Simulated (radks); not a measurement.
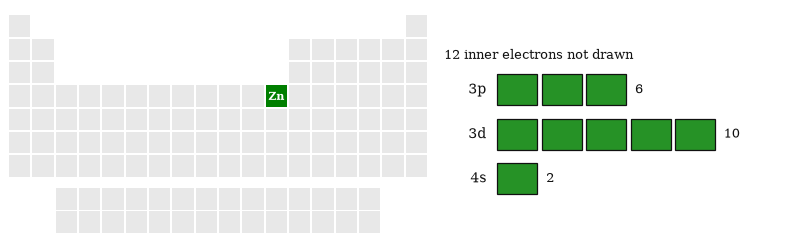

Fig. 1: Left, the place of zinc in the periodic table; right, the outer shells as the input fills them: a box for each of the 2l + 1 orbitals, shaded by the share of the shell that is filled, with the electron count at the right.

**Atomic calculation for Zn**

Atomic zinc (Zn) in the configuration [Ar] 3d10 4s2. Computed at this level: scalar-relativistic Kohn-Sham, r2SCAN, spin-polarised, spherical densities, finite nucleus (the in-house radial solver radks).

**Input file**
```
Z 30
configuration [Ar] 3d10 4s2
relativity scalar-relativistic
functional r2scan,r2scan
spin polarised
nucleus finite rms 3.9283 fm
c 137.035999084
history 1
mixing 0.2
max_iterations 100
```

Energies in input and log are in hartree, lengths in bohr (the nuclear radius in fm).

The run was one of a batch that the task file lists, launched with:
```bash
python <driver script> task.json out
```

**Log**
```
1s      1   1.0000        -351.11393088
2s      1   1.0000         -42.96982675
2p      1   3.0000         -37.17773441
3s      1   1.0000          -4.90686186
3p      1   3.0000          -3.16281388
3d      1   5.0000          -0.38444272
4s      1   1.0000          -0.22858025
1s      2   1.0000        -351.11393088
2s      2   1.0000         -42.96982675
2p      2   3.0000         -37.17773441
3s      2   1.0000          -4.90686186
3p      2   3.0000          -3.16281388
3d      2   5.0000          -0.38444272
4s      2   1.0000          -0.22858025
Etot -1796.2985742060496
Ekin 1824.9338188698841
Encl -4328.7649378319875
Eh 779.3260067680546
Exc -71.79346201200075
err 2.5094135331334356e-06
it 64
```

**What the run reported**

- outcome: converged
- total energy: −1796.2986 hartree
- kinetic energy: 1824.9338 hartree
- electron–nucleus energy: −4328.7649 hartree
- Hartree energy: 779.326007 hartree
- exchange–correlation energy: −71.793462 hartree
- radius at density 0.001 e/bohr³: 4.19 bohr
- SCF iterations: 64
- hardware: 1 thread of Arm Neoverse V1, 23 GiB of memory available, shared host
- wall time: 0.64 s

**What is odd here**

A numerical setting was moved from its usual value: mixing history nhist = 1, mixing factor beta = 0.2. The program ran to the end, and its total energy equals that of the same run with the usual input (−1796.29857 hartree) within 10⁻⁵ hartree, so the oddity leaves no trace in it.
